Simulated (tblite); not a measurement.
# AlClFGeH2O4: the cost of one run

Programs: tblite 0.8.0 and PySCF 2.14.0. All values are calculated, for the isolated system unless a continuum is named. Atoms count from 0, parts from 1.

### 1 The system as given

10 atoms, charge 0, multiplicity 2; geometry: distance geometry start.

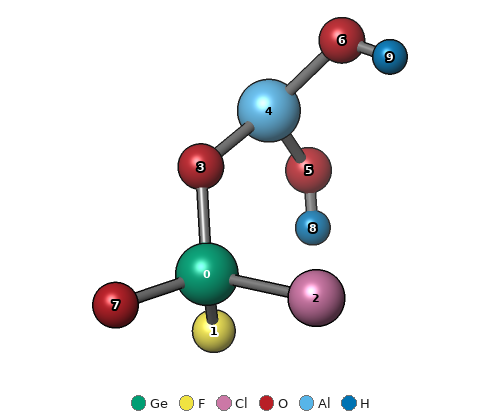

The starting geometry (germanium teal, fluorine yellow, chlorine pink, oxygen red, aluminium blue, hydrogen blue), atoms numbered.

### 2 Geometry optimisation with GFN2-xTB

The job: settings as JSON, then the geometry in Å.

```
{"job": {"kind": "relax", "xc": "GFN2-xTB", "basis": "xTB"}, "charge": 0, "multiplicity": 2}
Ge    -0.444329    -1.481608     0.573937
F      0.367973    -3.053278     0.718935
Cl    -0.775702    -0.669360     2.630541
O      0.611550    -0.322598    -0.392580
Al     2.428051     0.018647    -0.100657
O      3.424198    -1.433409     0.548350
O      2.842598     1.686830     0.641403
O     -2.097668    -1.696837    -0.284680
H      3.060824    -2.186960     1.020860
H      2.690302     1.936316     1.576536
```

Level: GFN2-xTB geometry optimisation, gas phase.

The run is started by

```
> OMP_NUM_THREADS=1 python cluster_run.py task.json out
```

The driver reads the jobs from task.json and runs them one after another.

**Question.** How long does this first job take on 1 thread of Intel Xeon Platinum 8488C, shared host?

About 3 s.
